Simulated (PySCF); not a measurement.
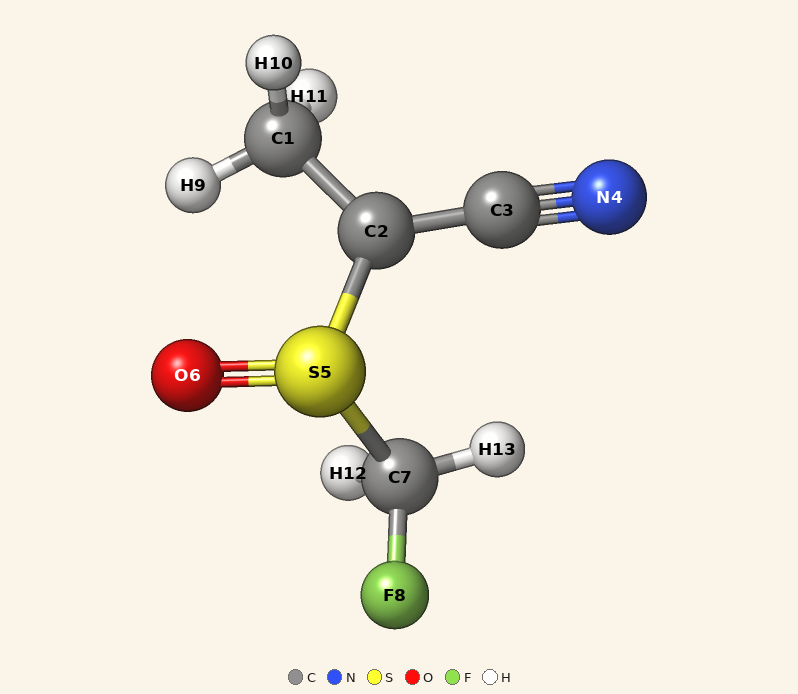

State: neutral, doublet. Computed geometry: GFN2-xTB optimisation. No frequency run is at hand to confirm it as a minimum. Properties computed with UKS B3LYP, pcH-1 on C F H N O S, non-relativistic (PySCF 2.14.0).

Give the isotropic hyperfine couplings (Fermi-contact term alone) of C1, C2, C3, N4, S5, O6, C7, F8, H9, H10, H11, H12, H13.

```csv
atom,isotope,a_iso (MHz)
C1,13C,−25.8
C2,13C,74.5
C3,13C,−51.2
N4,14N,8.2
S5,33S,30.9
O6,17O,−0.2
C7,13C,75.2
F8,19F,7.6
H9,1H,9.6
H10,1H,124.6
H11,1H,67.8
H12,1H,−2.0
H13,1H,−4.6
```
